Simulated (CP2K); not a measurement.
# C2H9BOSi (SMILES BO[SiH](C)C): AM1

What is the energy change on altering one bond length of C2H9BOSi at AM1? 

The results are computed with CP2K 2026.2.

1 further run of the same task is left out (set aside as unsound or not needed).

### Step 1. The system as given

C2H9BOSi: 14 atoms, total charge 0, spin state singlet. As SMILES, `BO[SiH](C)C`. Geometry: a rough force-field guess. This is one conformer, not always the lowest.

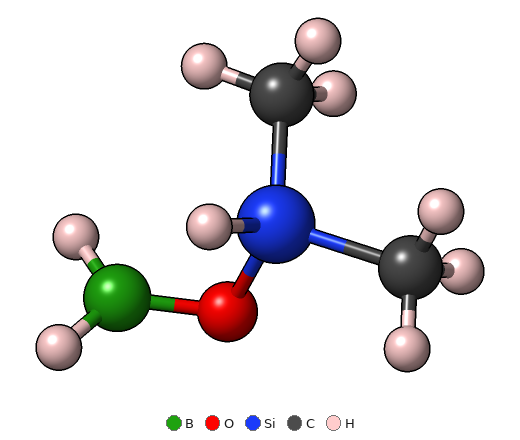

Viewed from a chosen angle; boron green, oxygen red, silicon blue, carbon dark grey, hydrogen pink.

### Step 2. Energy and gradient at AM1

Input file molecule.inp:

```
&FORCE_EVAL
 METHOD QS
 &DFT
  CHARGE 0
  MULTIPLICITY 1
  &QS
   METHOD AM1
   EPS_DEFAULT 1.0E-10
   &SE
    &COULOMB
     CUTOFF [angstrom] 50
     RC_RANGE [angstrom] 0
    &END COULOMB
    &EXCHANGE
     CUTOFF [angstrom] 50
     RC_RANGE [angstrom] 0
    &END EXCHANGE
   &END SE
  &END QS
  &POISSON
   PERIODIC NONE
   POISSON_SOLVER ANALYTIC
  &END POISSON
  &SCF
   SCF_GUESS ATOMIC
   EPS_SCF 1.0E-07
   MAX_SCF 150
   ADDED_MOS 4
   &DIAGONALIZATION
    ALGORITHM STANDARD
   &END DIAGONALIZATION
   &MIXING
    METHOD DIRECT_P_MIXING
    ALPHA 0.4
   &END MIXING
  &END SCF
  &PRINT
   &MOMENTS
    PERIODIC F
    REFERENCE COM
    MAX_MOMENT 1
   &END MOMENTS
   &MO ON
    ENERGIES T
    OCCUPATION_NUMBERS T
    NDIGITS 6
    &EACH
     QS_SCF 0
    &END EACH
    ADD_LAST NUMERIC
   &END MO
   &HIRSHFELD OFF
   &END HIRSHFELD
  &END PRINT
 &END DFT
 &SUBSYS
  &CELL
   ABC [angstrom] 13.8 15.5 13.3
   PERIODIC NONE
  &END CELL
  &COORD
   SCALED T
   B    0.51680435   0.63261935   0.52833459
   O    0.51075362   0.55496129   0.58492857
   Si   0.53232609   0.47403226   0.49907895
   C    0.42857971   0.44952903   0.42556015
   C    0.57253623   0.37475484   0.56897368
   H    0.58629710   0.67588387   0.51996617
   H    0.44322464   0.66327742   0.49198872
   H    0.61667391   0.49927097   0.43089098
   H    0.43872464   0.39580000   0.37678571
   H    0.40136957   0.50657419   0.38377068
   H    0.36311594   0.43031613   0.47932707
   H    0.51475362   0.35581935   0.62321429
   H    0.58391304   0.32411613   0.51504887
   H    0.63688406   0.39009677   0.61571053
  &END COORD
 &END SUBSYS
 &PRINT
  &FORCES ON
  &END FORCES
 &END PRINT
&END FORCE_EVAL

&GLOBAL
 PROJECT_NAME molecule
 RUN_TYPE ENERGY_FORCE
 PRINT_LEVEL MEDIUM
&END GLOBAL
```

Command:

```
$ OMP_NUM_THREADS=1 cp2k.psmp -i molecule.inp > molecule.out 2>&1
```

The log of the run:

```text
CP2K| version string:                                       CP2K version 2026.2
[...]
 GLOBAL| Method name                                                        CP2K
[...]
 GLOBAL| Run type                                                   ENERGY_FORCE
[...]
                             - Atoms:                                         14
[...]
                             - Spherical basis functions:                     29
[...]
 Number of electrons:                                                         30
[...]
     1 P_Mix/Diag. 0.40E+00    0.0     0.71403827       -23.4336613591 -2.34E+01
[...]
    19 DIIS/Diag.  0.28E-07    0.0     0.00000010       -31.4263016341 -6.39E-14
  *** SCF run converged in    19 steps ***
  Core-core repulsion energy [eV]:                           2115.66120561419120
  Core Hamiltonian energy [eV]:                             -1334.14469800543611
  Two-electron integral energy [eV]:                        -3273.33932913484750
  Electronic energy [eV]:                                   -2970.81436257285986
  Total energy [eV]:                                         -855.15315695866877
  Atomic reference energy [eV]:                               851.34061363826072
  Heat of formation [kcal/mol]:                               -87.91934456729118
[...]
 SE_DIPOLE| Moment [Debye]          0.10142571       0.89312915       1.13558955
 SE_DIPOLE| Derivative [a.u.]       0.00000000       0.00000000       0.00000000
 ENERGY| Total FORCE_EVAL ( QS ) energy [hartree]            -31.426301634146014
 FORCES| Atomic forces [hartree/bohr]
 FORCES|   Atom     x               y               z               |f|
 FORCES|      1 -3.51084533E-02 -1.88511564E-02  3.04739825E-02   5.01660563E-02
 FORCES|      2  3.20519050E-03  7.95657550E-02 -2.10027297E-02   8.23534897E-02
 FORCES|      3  3.55805667E-02 -4.83003545E-02 -2.16353319E-02   6.37729454E-02
 FORCES|      4 -3.81841375E-02  1.49550220E-02  4.41008632E-02   6.02209862E-02
 FORCES|      5 -1.68238174E-02  3.92957245E-02  1.04657501E-02   4.40082574E-02
 FORCES|      6  1.68474219E-02 -4.07398103E-03  4.36638853E-03   1.78745152E-02
 FORCES|      7  9.06735773E-03 -1.48933192E-02  7.35810805E-03   1.89253715E-02
 FORCES|      8 -1.66564377E-02 -3.27256666E-03  1.15441166E-02   2.05283521E-02
 FORCES|      9  3.37668884E-03 -2.40652857E-02 -2.37841083E-02   3.40032912E-02
 FORCES|     10 -1.19727744E-03  5.32962422E-04 -5.85300092E-03   5.99792814E-03
 FORCES|     11  2.64701082E-02  8.34030920E-03 -2.12559651E-02   3.49577379E-02
 FORCES|     12 -5.99563024E-04 -3.77458906E-03 -7.53452089E-04   3.89547025E-03
 FORCES|     13  8.78566436E-03 -2.06520379E-02 -1.10814179E-02   2.50298300E-02
[...]
```

Wall time 0.26 s (1 thread of Arm Neoverse V1, shared host).

### Step 3. The distorted shape

Input file job.inp:

```
&global
    project job
    run_type ENERGY_FORCE
    print_level MEDIUM
&end global
&force_eval
    method QS
    &dft
        &qs
            method AM1
            eps_default 1.0E-10
            &se
                &coulomb
                    cutoff [angstrom] 50
                    rc_range [angstrom] 0
                &end coulomb
                &exchange
                    cutoff [angstrom] 50
                    rc_range [angstrom] 0
                &end exchange
            &end se
        &end qs
        &poisson
            periodic NONE
            poisson_solver ANALYTIC
        &end poisson
        &scf
            scf_guess ATOMIC
            eps_scf 1.0E-07
            max_scf 150
            added_mos 4
            &diagonalization
                algorithm STANDARD
            &end diagonalization
            &mixing
                method DIRECT_P_MIXING
                alpha 0.4
            &end mixing
        &end scf
        &print
            &moments
                periodic F
                reference COM
                max_moment 1
            &end moments
            &mo ON
                energies T
                occupation_numbers T
                ndigits 6
                &each
                    qs_scf 0
                &end each
                add_last NUMERIC
            &end mo
            &hirshfeld OFF
            &end hirshfeld
        &end print
    &end dft
    &subsys
        &cell
            abc 13.8 16.2 13.5
            periodic NONE
        &end cell
        &coord
            SCALED T
            B    0.50386043   0.65011932   0.57214830
            O    0.49780971   0.57581685   0.62790385
            Si   0.53232609   0.45192389   0.49257763
            C    0.42857971   0.42847944   0.42014800
            C    0.57253623   0.35693623   0.56143689
            H    0.57335319   0.69151438   0.56390385
            H    0.43028072   0.67945265   0.53634089
            H    0.61667391   0.47607204   0.42539985
            H    0.43872464   0.37707204   0.37209615
            H    0.40136957   0.48305969   0.37897763
            H    0.36311594   0.41009673   0.47311837
            H    0.51475362   0.33881895   0.61487393
            H    0.58391304   0.30848562   0.50831096
            H    0.63688406   0.37161525   0.60748133
        &end coord
    &end subsys
    &print
        &forces ON
        &end forces
    &end print
&end force_eval
```

Command:

```
$ OMP_NUM_THREADS=1 cp2k.psmp -i job.inp -o job.out
```

The log of the run:

```text
CP2K| version string:                                       CP2K version 2026.2
[...]
 GLOBAL| Method name                                                        CP2K
[...]
 GLOBAL| Run type                                                   ENERGY_FORCE
[...]
                             - Atoms:                                         14
[...]
                             - Spherical basis functions:                     29
[...]
 Number of electrons:                                                         30
[...]
     1 P_Mix/Diag. 0.40E+00    0.0     0.71516083       -23.5948430711 -2.36E+01
[...]
    24 DIIS/Diag.  0.43E-07    0.0     0.00000007       -31.3083495902 -1.42E-14
  *** SCF run converged in    24 steps ***
  Core-core repulsion energy [eV]:                           1918.85631475407081
  Core Hamiltonian energy [eV]:                             -1329.64812010130004
  Two-electron integral energy [eV]:                        -2882.30342653170237
  Electronic energy [eV]:                                   -2770.79983336715122
  Total energy [eV]:                                         -851.94351861308041
  Atomic reference energy [eV]:                               851.34061363826072
  Heat of formation [kcal/mol]:                               -13.90332011147665
[...]
 SE_DIPOLE| Moment [Debye]         -0.53445639       5.28086496       3.64016802
 SE_DIPOLE| Derivative [a.u.]       0.00000000       0.00000000       0.00000000
 ENERGY| Total FORCE_EVAL ( QS ) energy [hartree]            -31.308349590159395
 FORCES| Atomic forces [hartree/bohr]
 FORCES|   Atom     x               y               z               |f|
 FORCES|      1 -3.46616595E-02 -7.82731796E-02  4.60867030E-02   9.72219393E-02
 FORCES|      2  2.08227856E-02  3.64280754E-02 -9.83032634E-02   1.06883697E-01
 FORCES|      3  1.93092266E-02  2.02591127E-02  2.31798049E-02   3.63398024E-02
 FORCES|      4 -3.52139401E-02  2.60488373E-02  5.68316181E-02   7.17523262E-02
 FORCES|      5 -2.04181930E-02  5.18777026E-02  1.50158149E-02   5.77379713E-02
 FORCES|      6  1.58619559E-02 -1.08825086E-03  1.66658179E-03   1.59863514E-02
 FORCES|      7  9.75840885E-03 -1.15797732E-02  4.93990803E-03   1.59286027E-02
 FORCES|      8 -1.81515455E-02  2.46865534E-03  1.78637560E-02   2.55868451E-02
 FORCES|      9  5.85442379E-03 -2.48009424E-02 -2.33477335E-02   3.45612165E-02
 FORCES|     10 -1.87056983E-03  7.99862658E-04 -6.68357829E-03   6.98634601E-03
 FORCES|     11  2.50408917E-02  7.88923926E-03 -2.16735832E-02   3.40445379E-02
 FORCES|     12 -5.89054848E-04 -4.88498159E-03  3.57925032E-06   4.92037026E-03
 FORCES|     13  8.24905248E-03 -1.95479972E-02 -1.33978244E-02   2.50932812E-02
[...]
```

It took 0.26 s on 1 thread of Arm Neoverse V1, shared host.

### Step 4. Results

At AM1:

| quantity | value |
| --- | --- |
| first shape: total energy | -31.42630 Eh |
| first shape: dipole moment | 1.45 D |
| first shape: HOMO energy | -10.33 eV |
| first shape: LUMO energy | 0.94 eV |
| first shape: HOMO–LUMO gap | 11.27 eV |
| first shape: heat of formation at this unrelaxed shape | -87.9 kcal/mol |
| first shape: largest force on an atom | 4.235 eV/Å |
| distorted shape: total energy | -31.30835 Eh |
| distorted shape: dipole moment | 6.44 D |
| distorted shape: HOMO energy | -8.71 eV |
| distorted shape: LUMO energy | -1.98 eV |
| distorted shape: HOMO–LUMO gap | 6.73 eV |
| distorted shape: heat of formation at this unrelaxed shape | -13.9 kcal/mol |
| distorted shape: largest force on an atom | 5.496 eV/Å |
| energy change with the O2–Si3 bond stretched from 1.722 to 2.755 Å | 3.210 eV |

In words: With the O2–Si3 bond stretched from 1.722 to 2.755 Å the energy rises by 3.21 eV (74 kcal/mol). The first shape isn't relaxed at this level, so the change isn't measured from a minimum. The largest force (first shape) is 4.23 eV/Å: the shape isn't a stationary point for this species at this level.
